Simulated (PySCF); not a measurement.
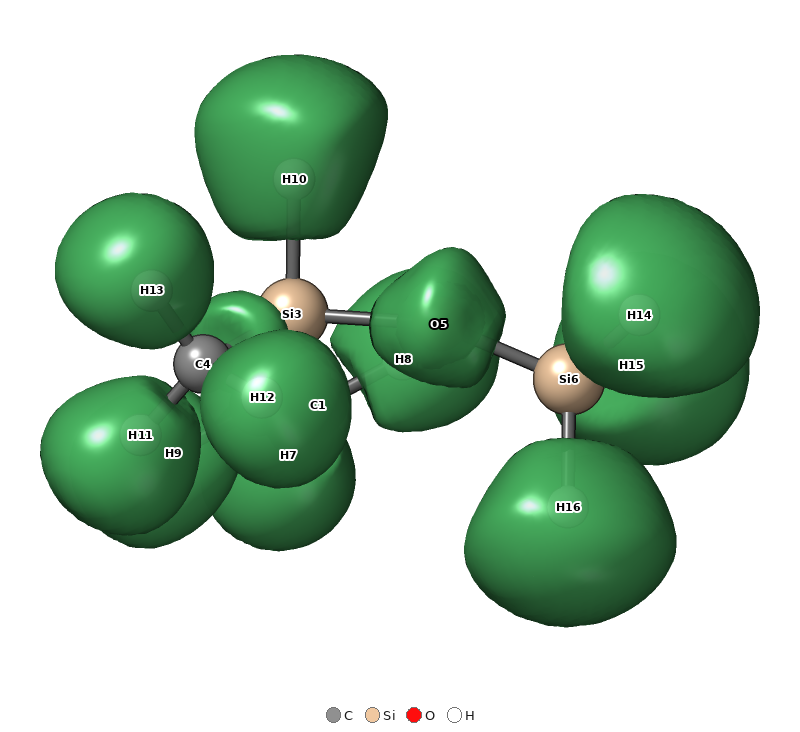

Figure 1: C$_{3}$H$_{10}$OSi$_{2}$ (charge −1, doublet). Isosurface of the electron localisation function at 0.8 (green), seen from one side. Core shells and regions of very low density are left out.

Geometry: GFN2-xTB.

Theory: UKS B3LYP, pcH-1 on C H O Si, non-relativistic, mean-field spin-orbit, GIAO (PySCF).

The calculation's input:

```
{"job": {"kind": "epr", "basis": "pcH-1"}, "charge": -1, "multiplicity": 2}
C      2.188629     1.172890    -0.704542
C      1.655634     0.353458     0.282160
Si     0.332174    -0.874342     0.057308
C     -0.251481    -1.573829     1.735799
O     -1.054210    -0.191887    -0.672024
Si    -2.006304     0.971923    -1.153294
H      3.047828     1.804723    -0.526599
H      1.696988     1.282887    -1.658314
H      2.240308     0.295983     1.200014
H      0.306197    -2.063689    -0.875203
H      0.350581    -1.197266     2.557584
H     -1.286347    -1.304756     1.934330
H     -0.187785    -2.659989     1.758107
H     -3.268458     0.359358    -1.620294
H     -1.429103     1.732484    -2.271956
H     -2.342250     1.900996    -0.054488
```

Run with:

```sh
OMP_NUM_THREADS=1 python probes_run.py task.json out
```

### What do the ELF domains correspond to?

At this value the surface marks out one region between bonded C–C atoms (shared pairs), two regions between bonded C–Si atoms (shared pairs), ten regions around hydrogen nuclei and one region wrapped around O (its lone pairs, merged into a ring or cap). Along the contacts the grid gives the following. C–C (1.39 Å): the ELF peaks at about 0.95 between the atoms: localised, covalent bonding. Si–O (1.58 Å): the ELF peaks at about 0.85 between the atoms; a short, strongly polar bond.
